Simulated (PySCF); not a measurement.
# C₅H₈BrN: excited states, first hyperpolarisability

What do calculations give for the excited states, first hyperpolarisability of C₅H₈BrN (`N#CCCCCBr`)?

Computed with PySCF 2.14.0 and routines of our own; the level stands in each step. Atoms count from 0.

## Step 1: The system as given

15 atoms, charge 0, multiplicity 1; geometry from: GFN2-xTB.

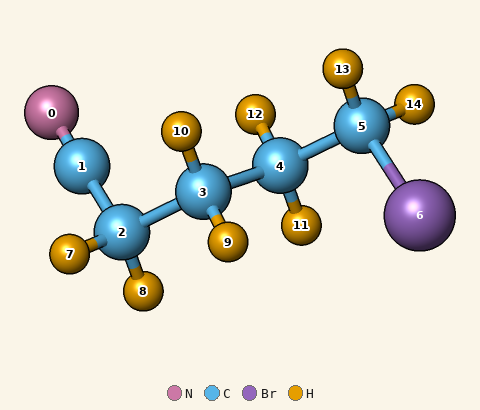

The starting geometry (nitrogen pink, carbon blue, bromine purple, hydrogen amber).

## Step 2: Optimising the geometry at PBE0-D3(BJ)/def2-SVP

The job: settings as JSON, then the geometry in Å.

```
{"job": {"xc": "PBE0", "basis": "def2-SVP", "d3": "d3bj", "grid": 2, "kind": "geom"}, "charge": 0, "multiplicity": 1}
N      2.579640     1.522494     1.393366
C      2.184656     0.560505     0.918907
C      1.662318    -0.634566     0.306367
C      0.400408    -0.329252    -0.509936
C     -0.731752     0.180723     0.379098
C     -1.994235     0.483218    -0.404983
Br    -2.756058    -1.136990    -1.198560
H      2.437382    -1.055472    -0.339734
H      1.437722    -1.359639     1.094266
H      0.086033    -1.244113    -1.017205
H      0.633322     0.419086    -1.272183
H     -0.952259    -0.558294     1.154310
H     -0.416884     1.103838     0.875173
H     -1.801953     1.163022    -1.234141
H     -2.772753     0.893429     0.236205
```

Command:

```bash
> OMP_NUM_THREADS=1 python excited_run.py task.json out
```

The driver reads the jobs from task.json and runs them one after another.

The log of the run:

```text
step   0  E = -2823.16484260  max force = 0.031786
step   1  E = -2823.16655649  max force = 0.002555
step   2  E = -2823.16658361  max force = 0.000391
step   3  E = -2823.16658565  max force = 0.000097
optimisation converged
```

Run time: 49 s. Hardware: 1 thread of Arm Neoverse V1, shared host; peak memory 0.75 GiB.

The steps of the relaxation:

```
step  energy from step 0 (eV)  largest force component (eV/Å)
   0                   0.0000                          1.6345
   1                  -0.0466                          0.1314
   2                  -0.0474                          0.0201
   3                  -0.0474                          0.0050
```

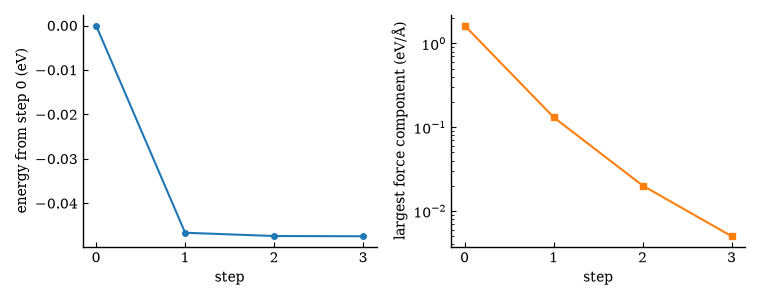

Energy and largest force along the relaxation.

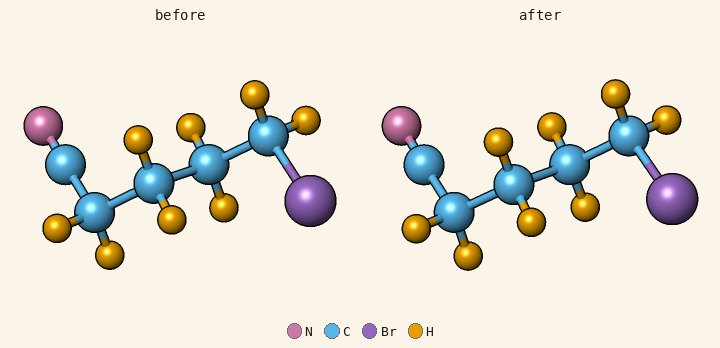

The geometry before (left) and after (right).

Distances of close pairs at the start and the end, largest changes first:

```
  bond  before (Å)  after (Å)  change (Å)
 C1–C2       1.441      1.459      +0.018
 N0–C1       1.143      1.157      +0.014
C4–H12       1.094      1.105      +0.011
C4–H11       1.093      1.103      +0.010
C3–H10       1.093      1.103      +0.009
C5–H13       1.089      1.099      +0.009
 C3–H9       1.092      1.101      +0.009
 C2–H8       1.094      1.103      +0.009
```

The final coordinates are the input of the step that follows.

```
                         at the end point                value
  point group (found at 0.08 Å tolerance)                   C1
rotational constants (GHz, main isotopes)  6.680, 0.550, 0.521
                        dipole moment (D)                 1.93
```

## Step 3: Excited states: TDA CAM-B3LYP/def2-TZVP

The job: settings as JSON, then the geometry in Å.

```
{"job": {"kind": "states", "xc": "CAM-B3LYP", "basis": "def2-TZVP", "tda": true, "soc": true, "nstates": 6, "ntriplets": 5, "nquad": 4}, "charge": 0, "multiplicity": 1}
N      2.789544     1.767162     1.533511
C      2.387854     0.798481     1.043649
C      1.844171    -0.398842     0.410645
C      0.574866    -0.122357    -0.397486
C     -0.573241     0.401364     0.451124
C     -1.832335     0.708225    -0.327567
Br    -2.622648    -0.880276    -1.139553
H      2.625923    -0.829935    -0.234591
H      1.644538    -1.141901     1.200778
H      0.271521    -1.058209    -0.892066
H      0.804233     0.597685    -1.200637
H     -0.806085    -0.316692     1.255547
H     -0.266273     1.338350     0.950406
H     -1.645359     1.404257    -1.156607
H     -2.614368     1.128018     0.316795
```

Level: TDA CAM-B3LYP/def2-TZVP excited states, vertical, gas phase, spin-orbit mean-field couplings.

The log of the run:

```text
coarse grid: 58128 points
cycle   1  E = -2824.2546842532  dE = -2.695e-01  |g| = 5.679e-01  |ddm| = 2.910e+00
cycle   2  E = -2824.1620848204  dE =  9.260e-02  |g| = 8.946e-01  |ddm| = 1.427e+00
cycle   3  E = -2824.3251799604  dE = -1.631e-01  |g| = 1.139e-01  |ddm| = 9.115e-01
cycle   4  E = -2824.3272161351  dE = -2.036e-03  |g| = 3.898e-02  |ddm| = 8.904e-02
cycle   5  E = -2824.3275272965  dE = -3.112e-04  |g| = 1.314e-02  |ddm| = 3.818e-02
cycle   6  E = -2824.3275653591  dE = -3.806e-05  |g| = 2.303e-03  |ddm| = 1.124e-02
cycle   7  E = -2824.3275665531  dE = -1.194e-06  |g| = 1.015e-03  |ddm| = 3.899e-03
final grid: 123088 points
cycle   8  E = -2824.3275245430  dE = -5.823e-08  |g| = 1.148e-03  |ddm| = 4.364e-03
cycle   9  E = -2824.3275243865  dE =  1.565e-07  |g| = 1.461e-03  |ddm| = 1.783e-03
cycle  10  E = -2824.3275248219  dE = -4.354e-07  |g| = 2.236e-04  |ddm| = 1.085e-03
cycle  11  E = -2824.3275248318  dE = -9.895e-09  |g| = 3.091e-05  |ddm| = 1.634e-04
cycle  12  E = -2824.3275248320  dE = -2.319e-10  |g| = 1.405e-05  |ddm| = 6.055e-05
converged SCF energy = -2824.3275248320

Singlet excitations
state   eV       nm        f     d(h-e)  d(exc)  Lambda  PR(NTO)  |dmu|/D   mu/D   main configurations
  1   6.3844   194.2   0.00074   0.519   2.396   0.529   1.011    1.174    3.208   H->L 0.93
  2   6.4870   191.1   0.00093   0.535   2.405   0.531   1.012    1.114    3.162   H-1->L 0.93
  3   7.6638   161.8   0.00012   0.332   2.094   0.475   1.734    1.048    1.025   H-2->L+1 0.25, H-3->L+2 0.24, H-2->L+3 0.14
  4   7.9846   155.3   0.00602   0.347   2.151   0.563   2.017    1.019    1.034   H-2->L+2 0.25, H-3->L+1 0.18, H-3->L+2 0.11
  5   8.0047   154.9   0.00169   0.336   2.136   0.505   1.735                     H-3->L+2 0.39, H-2->L+2 0.11, H-2->L+1 0.09
  6   8.3252   148.9   0.01026   2.022   3.847   0.239   1.016                     H->L+1 0.53, H->L+3 0.17, H->L+4 0.14

Triplet excitations (Tamm-Dancoff)
state   eV     d(h-e)  d(exc)  Lambda  PR(NTO)   main configurations
  1   5.6544   0.514   2.323   0.524   1.005   H->L 0.90
  2   5.7334   0.525   2.328   0.525   1.004   H-1->L 0.90
  3   6.3119   0.273   1.892   0.578   2.020   H-2->L+2 0.31, H-3->L+1 0.15, H-3->L+3 0.12
  4   6.8699   0.294   1.959   0.511   1.964   H-3->L+2 0.17, H-2->L+1 0.14, H-2->L+2 0.12
  5   6.8767   0.290   1.953   0.549   2.009   H-2->L+2 0.22, H-3->L+2 0.14, H-3->L+1 0.11
S1 - T1 = 0.7301 eV

Spin-orbit couplings |<S|Hso|T>| (cm-1)
             T1       T2       T3       T4       T5
S0      945.689  949.802    1.929    3.535    2.220
S1       99.417 1089.319    5.755   10.628    8.069
S2     1089.131  101.515    4.847   10.379    8.698
S3        1.303    0.535    0.410    1.039    9.510
S4        9.471   11.058    0.160   47.470    4.705
S5       10.330   11.343    1.159    4.835   46.679
S6       52.017   26.350   10.033    8.231   15.261
T1 sublevels (cm-1): 0.000 39.274 652.126   radiative rates (1/s): 23.3 1.52e+05 3.01e+04
```

Run time: 99 s. Hardware: 1 thread of Arm Neoverse V1, shared host; peak memory 1.3 GiB.

Key values:

```
  quantity    value
S1 less T1  0.73 eV
```

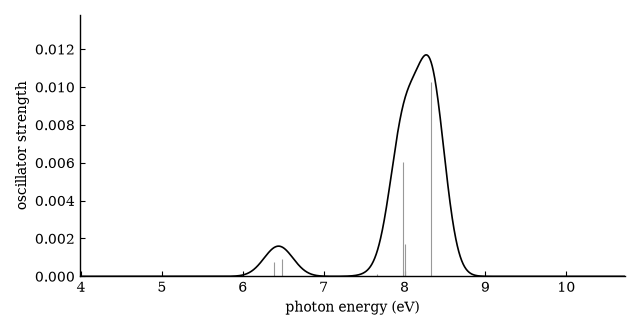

Absorption lines of the singlets. Lines are broadened to a width of 0.40 eV (Gaussian).

Orbitals, density, ELF and potential are computed afterwards from the orbital file.

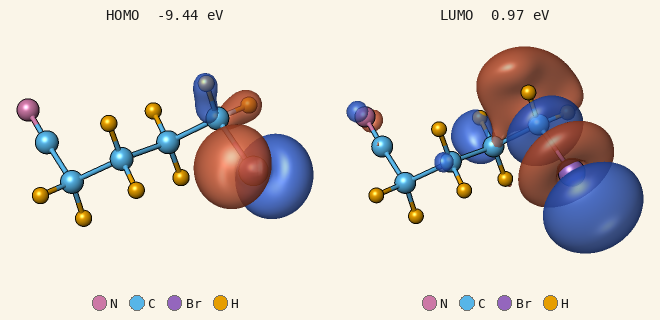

Frontier orbitals at CAM-B3LYP/def2-TZVP; each surface holds 70 % of the orbital's density, blue and red mark the sign.

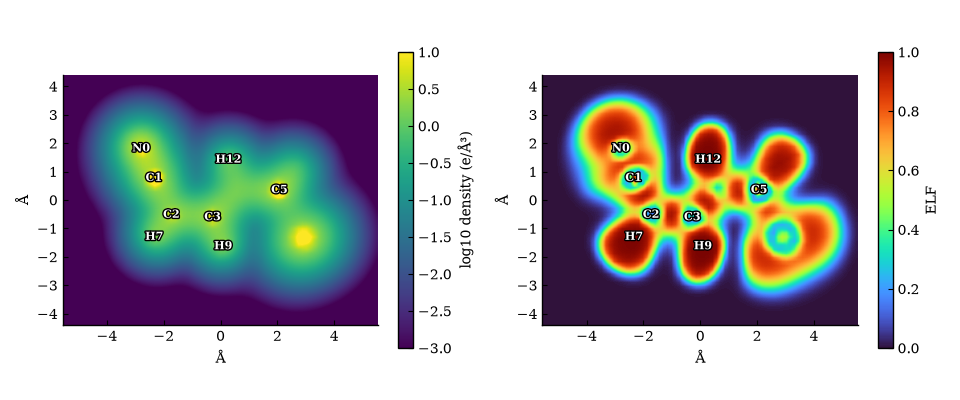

Density (left) and ELF (right) in a plane through or near 8 of the atoms.

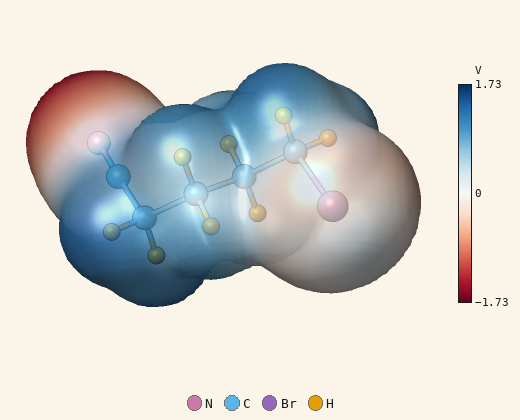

The potential that a unit positive charge feels on the 0.002 e/bohr³ surface, from -1.73 V near N0 to 1.40 V near H8.

## Step 4: Excited states: TDDFT CAM-B3LYP/aug-cc-pVDZ

Settings changed since step 3:

```diff
@@ -1,2 +1,2 @@
-{"job": {"kind": "states", "xc": "CAM-B3LYP", "basis": "def2-TZVP", "tda": true, "soc": true, "nstates": 6, "ntriplets": 5, "nquad": 4}, "charge": 0, "multiplicity": 1}
+{"job": {"kind": "states", "xc": "CAM-B3LYP", "basis": "aug-cc-pVDZ", "tpa": true, "nstates": 8, "nquad": 6, "ntriplets": 0}, "charge": 0, "multiplicity": 1}
 N      2.789544     1.767162     1.533511
```

With the program's defaults for keys left out, this is: TDDFT CAM-B3LYP/aug-cc-pVDZ excited states, vertical, gas phase, two-photon moments by quadratic response.

The log of the run:

```text
coarse grid: 58128 points
cycle   1  E = -2824.1625581150  dE = -2.051e-01  |g| = 4.933e-01  |ddm| = 1.139e+01
cycle   2  E = -2824.0691135248  dE =  9.344e-02  |g| = 8.626e-01  |ddm| = 2.424e+00
cycle   3  E = -2824.2305303024  dE = -1.614e-01  |g| = 6.270e-02  |ddm| = 1.536e+00
cycle   4  E = -2824.2312151624  dE = -6.849e-04  |g| = 4.332e-02  |ddm| = 2.559e-01
cycle   5  E = -2824.2316724396  dE = -4.573e-04  |g| = 6.971e-03  |ddm| = 1.085e-01
cycle   6  E = -2824.2316851523  dE = -1.271e-05  |g| = 2.150e-03  |ddm| = 2.861e-02
cycle   7  E = -2824.2316864488  dE = -1.296e-06  |g| = 7.216e-04  |ddm| = 7.850e-03
final grid: 123088 points
cycle   8  E = -2824.2316240928  dE = -7.521e-08  |g| = 7.560e-04  |ddm| = 1.289e-02
cycle   9  E = -2824.2316240196  dE =  7.322e-08  |g| = 9.607e-04  |ddm| = 3.772e-03
cycle  10  E = -2824.2316242404  dE = -2.208e-07  |g| = 1.625e-04  |ddm| = 1.989e-03
cycle  11  E = -2824.2316242461  dE = -5.683e-09  |g| = 2.535e-05  |ddm| = 3.225e-04
cycle  12  E = -2824.2316242463  dE = -1.660e-10  |g| = 1.027e-05  |ddm| = 1.035e-04
converged SCF energy = -2824.2316242463

Singlet excitations
state   eV       nm        f     d(h-e)  d(exc)  Lambda  PR(NTO)  |dmu|/D   mu/D   delta(TPA)   sigma/GM   main configurations
  1   6.1918   200.2   0.00153   0.364   2.628   0.322   1.016    0.448    2.483        2.88      0.040   H->L+1 0.38, H->L+3 0.33, H->L+4 0.16
  2   6.2921   197.0   0.00189   0.377   2.635   0.322   1.017    0.408    2.420        7.51      0.109   H-1->L+1 0.39, H-1->L+3 0.33, H-1->L+4 0.16
  3   7.1215   174.1   0.03804   0.571   3.907   0.257   1.010    1.233    2.851       29.23      0.543   H->L 0.48, H->L+3 0.34, H->L+1 0.10
  4   7.2288   171.5   0.06172   0.516   3.917   0.262   1.009    0.956    2.479       31.52      0.603   H-1->L 0.49, H-1->L+3 0.34, H-1->L+1 0.09
  5   7.5950   163.2   0.00011   0.383   2.273   0.392   1.699    1.175    0.871        0.32      0.007   H-3->L+9 0.15, H-2->L+9 0.15, H-2->L+10 0.09
  6   7.7559   159.9   0.00330   2.198   4.810   0.257   1.060    7.944    8.757       31.50      0.694   H->L+1 0.36, H->L 0.21, H->L+4 0.14
  7   7.8168   158.6   0.01140   1.684   4.635   0.162   1.155                                            H->L+2 0.73
  8   7.8558   157.8   0.02566   2.213   4.833   0.244   1.162                                            H-1->L+1 0.31, H-1->L 0.18, H-1->L+2 0.12
```

It took 92 s on 1 thread of Arm Neoverse V1, shared host; peak memory 1.2 GiB.

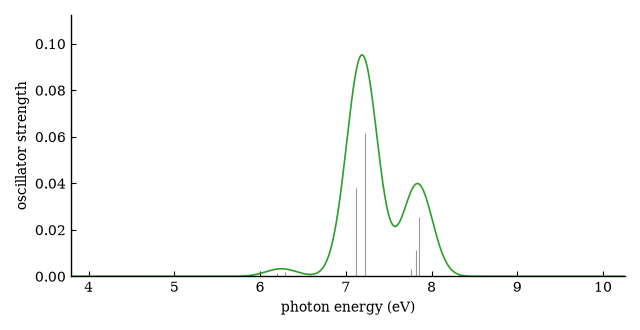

Absorption lines of the singlets. Lines are broadened to a width of 0.40 eV (Gaussian).

## Step 5: First hyperpolarisability: quadratic response CAM-B3LYP/aug-cc-pVDZ

Settings changed since step 4:

```diff
@@ -1,2 +1,2 @@
-{"job": {"kind": "states", "xc": "CAM-B3LYP", "basis": "aug-cc-pVDZ", "tpa": true, "nstates": 8, "nquad": 6, "ntriplets": 0}, "charge": 0, "multiplicity": 1}
+{"job": {"kind": "beta", "xc": "CAM-B3LYP", "basis": "aug-cc-pVDZ"}, "charge": 0, "multiplicity": 1}
 N      2.789544     1.767162     1.533511
```

With the program's defaults for keys left out, this is: quadratic response CAM-B3LYP/aug-cc-pVDZ first hyperpolarisability, Taylor convention, gas phase.

The log of the run:

```text
coarse grid: 58128 points
cycle   1  E = -2824.1625581150  dE = -2.051e-01  |g| = 4.933e-01  |ddm| = 1.139e+01
cycle   2  E = -2824.0691135248  dE =  9.344e-02  |g| = 8.626e-01  |ddm| = 2.424e+00
cycle   3  E = -2824.2305303024  dE = -1.614e-01  |g| = 6.270e-02  |ddm| = 1.536e+00
cycle   4  E = -2824.2312151624  dE = -6.849e-04  |g| = 4.332e-02  |ddm| = 2.559e-01
cycle   5  E = -2824.2316724396  dE = -4.573e-04  |g| = 6.971e-03  |ddm| = 1.085e-01
cycle   6  E = -2824.2316851523  dE = -1.271e-05  |g| = 2.150e-03  |ddm| = 2.861e-02
cycle   7  E = -2824.2316864488  dE = -1.296e-06  |g| = 7.216e-04  |ddm| = 7.850e-03
final grid: 123088 points
cycle   8  E = -2824.2316240928  dE = -7.521e-08  |g| = 7.560e-04  |ddm| = 1.289e-02
cycle   9  E = -2824.2316240196  dE =  7.322e-08  |g| = 9.607e-04  |ddm| = 3.772e-03
cycle  10  E = -2824.2316242404  dE = -2.208e-07  |g| = 1.625e-04  |ddm| = 1.989e-03
cycle  11  E = -2824.2316242461  dE = -5.683e-09  |g| = 2.535e-05  |ddm| = 3.225e-04
cycle  12  E = -2824.2316242463  dE = -1.660e-10  |g| = 1.027e-05  |ddm| = 1.035e-04
converged SCF energy = -2824.2316242463

Lowest singlets (eV, f): 6.1918 0.0015  6.2921 0.0019  7.1215 0.0380

First hyperpolarisability (au)
process     nm      |vector|   parallel      HRS      DR
static         -       77.12     -44.81      32.98   4.517
shg       1907.0       81.72     -47.48       34.8   4.551
eope      1907.0       78.62     -45.68          -       -
shg       1064.0       93.05     -54.08      39.31   4.628
eope      1064.0       82.06     -47.68          -       -
```

Wall time 74 s (1 thread of Arm Neoverse V1, shared host); peak memory 1.2 GiB.

## Step 6: What came out

| quantity | value |
| --- | --- |
| point group | C1 |
| rotational constants (main isotopes) | 6.68, 0.55, 0.52 GHz |
| S1 less T1 (step 3, TDA CAM-B3LYP/def2-TZVP) | 0.73 eV |
| surface potential, least and greatest | -1.73 V and 1.40 V |
| β vector (step 5, quadratic response CAM-B3LYP/aug-cc-pVDZ) | static 77, SHG 1907.0 nm 82, SHG 1064.0 nm 93 au |

The optimisation took 3 steps and gained 0.047 eV; among the close pairs (by a distance rule), C1–C2 changed most, from 1.441 to 1.459 Å. Scalar relativity is left out for the heavy atoms. In step 3 the lowest triplet is strongly mixed with the next, so its label is unsure. In step 3, the number of triplets below S1 is 3, and the largest singlet-triplet spin-orbit coupling is S1–T2, 1089.32 cm⁻¹. Steps that list no spin-orbit terms leave them out, which matters at and beside the heavy atoms. β grows from 77 au (static) to 93 au for doubling at 1064.0 nm: normal dispersion, which grows as twice the photon energy moves toward the bright states.
